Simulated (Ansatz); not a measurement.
# C₃H₈Si: what the fields show

| atom | x (Å) | y (Å) | z (Å) |
| --- | --- | --- | --- |
| Si | 0.7507 | 0.3164 | 0.3034 |
| H | 0.6238 | 0.3092 | 1.7947 |
| H | 2.2052 | 0.2322 | -0.0475 |
| C | 0.0460 | 1.9085 | -0.4098 |
| H | 0.5938 | 2.7876 | -0.0342 |
| H | -1.0148 | 2.0238 | -0.1370 |
| H | 0.1166 | 1.9126 | -1.5094 |
| C | -0.1438 | -1.1871 | -0.3644 |
| C | -0.8236 | -2.0597 | 0.3964 |
| H | -0.1217 | -1.3688 | -1.4498 |
| H | -0.8873 | -1.9474 | 1.4865 |
| H | -1.3447 | -2.9273 | -0.0288 |

Geometry: r2SCAN-D4/def2-SVP.

The calculation used RKS PBE0-D4/def2-TZVP (Ansatz 0.2.0).

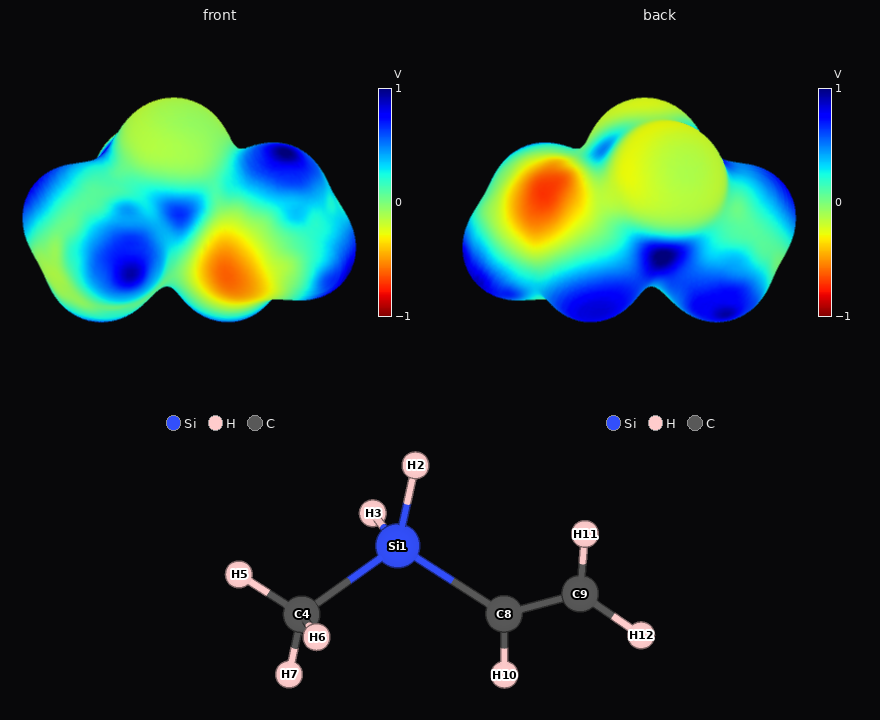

Figure 1. The molecular electrostatic potential painted on the density surface at 0.002 e/bohr³, seen from the front and from behind; the colour scale runs from red (negative) to blue (positive). The bare structure is drawn below in the same view.

> Which sites attract a positive test charge, and which a negative one?

A positive charge is drawn to the negative regions and a negative charge to the positive ones. The most negative region (about −0.7 V) lies over the π face of C8 and C9, the most positive (about +1.0 V) over Si1, H6, H7 and H11.

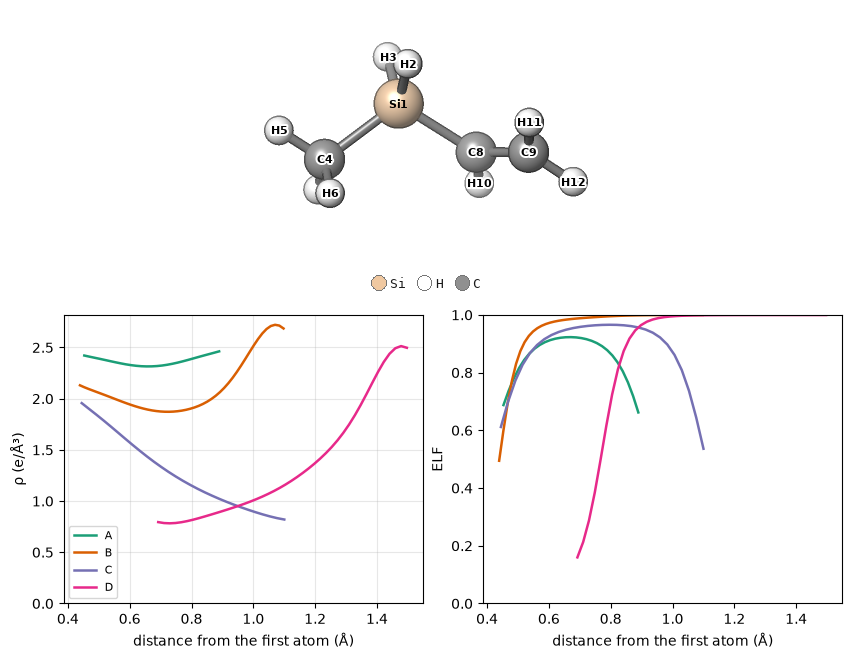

Figure 2. Total electron density and ELF along straight lines between neighbouring atoms. The curves leave out the atomic cores. The structure is drawn too.

> Which curve belongs to which contact (C–C, C–H, C–Si and Si–H)? The first atom named is at distance zero.

Curve A: C–C (1.34 Å): ρ is about 2.3 e/Å³ halfway; the ELF peaks at about 0.90 between the atoms: a multiple bond. Curve B: C–H (1.10 Å): ρ is about 2 e/Å³ halfway; the ELF climbs to about 1 towards the hydrogen, as it does in any bond to H (an ordinary covalent bond to hydrogen). Curve C: C–Si (1.87 Å): ρ is about 0.97 e/Å³ halfway; the ELF peaks at about 0.95 between the atoms (localised, covalent bonding). Curve D: Si–H (1.50 Å): ρ at the midpoint is about 0.79 e/Å³; the ELF climbs to about 1 towards the hydrogen.

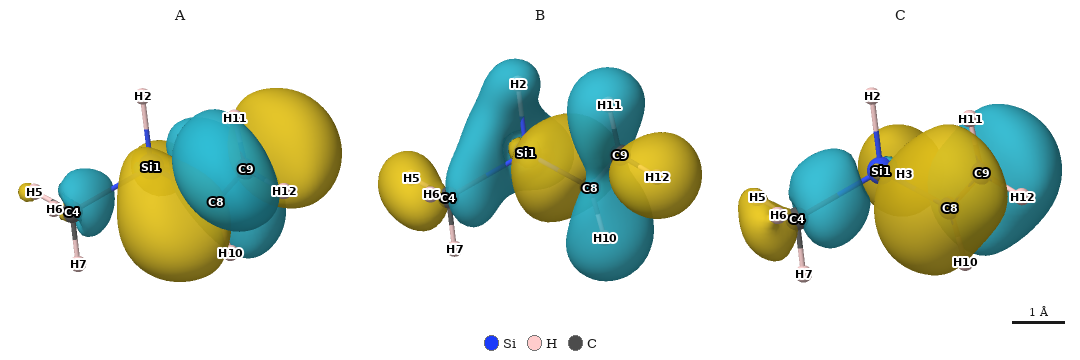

Figure 3. Three frontier orbitals at ±0.08 Å⁻³ᐟ² (yellow and cyan are the two phases), in no order.

> Order the three orbitals by energy and name them.

B is the HOMO−1 (−8.72 eV). Its weight (Hirshfeld) is mainly on C8 (about 30 %), Si1 (about 20 %), C9 (about 10 %), H10 (about 10 %), H12 (about 10 %) and C4 (about 5 %). C is the HOMO (−7.80 eV). Its weight (Hirshfeld) is mainly on C9 (about 40 %), C8 (about 35 %), Si1 (about 10 %) and C4 (about 5 %); π-bonding across C9–C8. A is the LUMO (−0.43 eV). Its weight (Hirshfeld) is mainly on C9 (about 35 %), C8 (about 30 %) and Si1 (about 15 %); π-antibonding (π*) across C9–C8.

> What is the HOMO–LUMO gap?

7.37 eV between the orbital energies.
